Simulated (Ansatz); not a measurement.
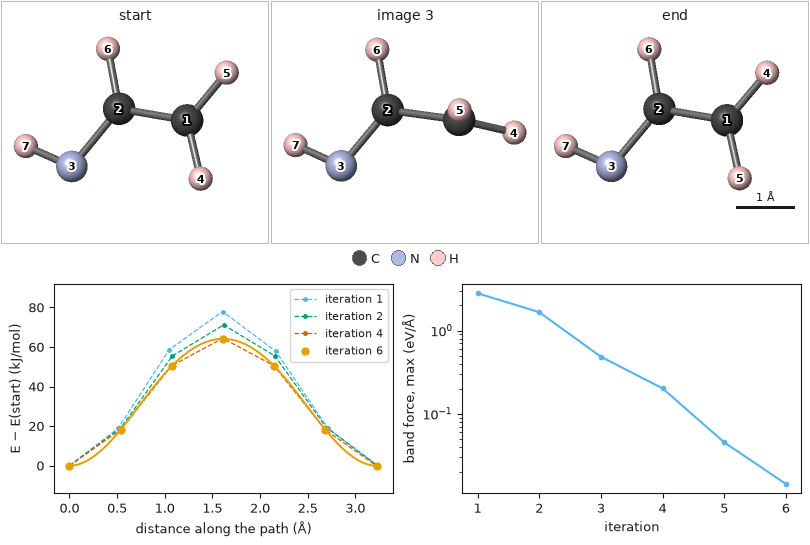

A search for the minimum-energy path of C₂H₄N (multiplicity 2) by the nudged elastic band. Images are numbered from 0 (start) to 6 (end). The plot follows the band through its iterations. The picture is a ball-and-stick view, seen at a tilt.

Method: UKS PBE/def2-SVP in Ansatz. Settings: 5 movable images; climbing image; force threshold 0.03 eV/Å; iteration limit 60; starting path by image-dependent pair potential.

**Judge this run.**

The result is final at these settings. The band converged in 6 iterations. The largest component of the band force went from 2.8 to 0.014 eV/Å. The climbing image converged on the top of the path. Its vibrational analysis gives one imaginary mode (449i cm⁻¹), as a transition state must have. The first iteration put the highest image at 78.0 kJ/mol. The two ends have the same energy, and the highest point, image 3, lies 64.2 kJ/mol above the start.

Cost: 60 s on 1 thread of Arm Neoverse V2, with other jobs on the host, peak memory 0.22 GiB.
